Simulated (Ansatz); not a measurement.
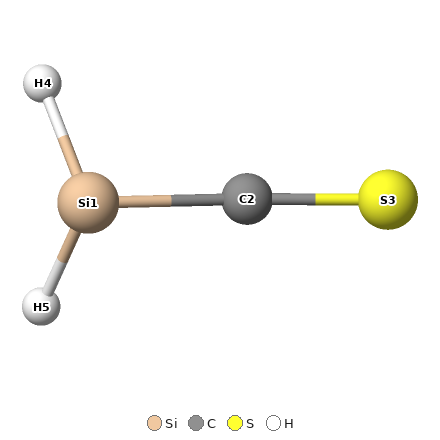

The system is CH2SSi, SMILES [SiH2]=C=S; the picture shows the reference structure. Coordinates scanned: (1) bond length Si1–H5; (2) angle C2–Si1–H5. Nothing is relaxed (all other coordinates rigid). The grid has 15 × 15 points. Energies are in kJ/mol, from the relaxed molecule at the same level. All numbers below come from Ansatz 0.2.0, RKS PBE0-D4/def2-TZVP.

Its coordinates:

```yaml
atoms:
  - { symbol: Si, position_ang: [0.1770, 0.5744, -0.6834] }
  - { symbol: C, position_ang: [0.2456, -0.7403, 0.5165] }
  - { symbol: S, position_ang: [0.6155, -1.9516, 1.3862] }
  - { symbol: H, position_ang: [-1.1150, 0.3203, -1.3846] }
  - { symbol: H, position_ang: [0.0769, 1.7972, 0.1653] }
```

Range: bond length Si1–H5 from 1.283 to 2.089 Å; angle C2–Si1–H5 from 78.0 to 128.0°.

What will the energy surface look like?

Answer. The lowest grid point is at bond length Si1–H5 = 1.513 Å, angle C2–Si1–H5 = 103.0°, 0.36 kJ/mol from the relaxed molecule at the same level. It is the only kind of minimum in the scanned range. The highest grid point, bond length Si1–H5 = 2.089 Å, angle C2–Si1–H5 = 128.0°, lies 165 kJ/mol above the lowest. Round the minimum the two coordinates are weakly coupled (coupling 0.07 in units of the two stiffnesses).

| angle C2–Si1–H5 ↓, bond length Si1–H5 → | 1.283 | 1.341 | 1.398 | 1.456 | 1.513 | 1.571 | 1.628 | 1.686 | 1.743 | 1.801 | 1.858 | 1.916 | 1.973 | 2.031 | 2.089 |
| --- | --- | --- | --- | --- | --- | --- | --- | --- | --- | --- | --- | --- | --- | --- | --- |
| 128.0 | 75 | 49 | 35 | 28 | 28 | 33 | 41 | 53 | 66 | 81 | 97 | 114 | 130 | 148 | 165 |
| 124.4 | 68 | 42 | 27 | 21 | 21 | 26 | 34 | 46 | 59 | 74 | 90 | 106 | 123 | 141 | 158 |
| 120.8 | 62 | 36 | 21 | 15 | 15 | 19 | 28 | 39 | 53 | 68 | 83 | 100 | 117 | 135 | 152 |
| 117.2 | 57 | 31 | 17 | 10 | 9 | 14 | 23 | 34 | 48 | 62 | 78 | 95 | 112 | 129 | 147 |
| 113.7 | 54 | 28 | 13 | 6 | 6 | 10 | 19 | 30 | 43 | 58 | 74 | 91 | 108 | 125 | 143 |
| 110.1 | 51 | 25 | 10 | 3 | 3 | 7 | 16 | 27 | 40 | 55 | 71 | 87 | 104 | 122 | 139 |
| 106.5 | 50 | 24 | 9 | 2 | 1 | 5 | 14 | 25 | 38 | 53 | 68 | 85 | 102 | 119 | 136 |
| 103.0 | 50 | 24 | 8 | 1 | 0 | 5 | 13 | 24 | 37 | 51 | 67 | 83 | 100 | 117 | 135 |
| 99.4 | 52 | 25 | 9 | 2 | 1 | 5 | 13 | 24 | 36 | 51 | 66 | 82 | 99 | 116 | 133 |
| 95.8 | 54 | 27 | 11 | 4 | 3 | 6 | 14 | 25 | 37 | 51 | 66 | 82 | 99 | 116 | 133 |
| 92.2 | 58 | 31 | 15 | 7 | 5 | 9 | 16 | 26 | 39 | 53 | 67 | 83 | 100 | 116 | 133 |
| 88.7 | 63 | 36 | 19 | 11 | 9 | 12 | 19 | 29 | 41 | 55 | 69 | 85 | 101 | 117 | 134 |
| 85.1 | 70 | 42 | 25 | 16 | 14 | 17 | 23 | 33 | 45 | 58 | 72 | 87 | 103 | 119 | 135 |
| 81.5 | 78 | 50 | 32 | 23 | 20 | 23 | 29 | 38 | 49 | 61 | 75 | 90 | 105 | 121 | 137 |
| 78.0 | 88 | 59 | 41 | 31 | 27 | 29 | 34 | 43 | 53 | 66 | 79 | 93 | 108 | 123 | 139 |

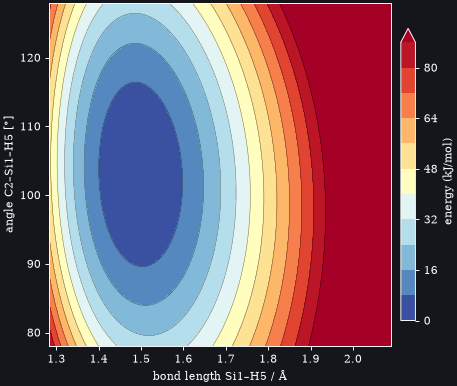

The picture shows filled contours, one colour for all values above the top of the scale. Between grid points the surface is interpolated.

Time for the 225 points that were run: 12 min on 1 thread of Arm Neoverse V2 (shared host).
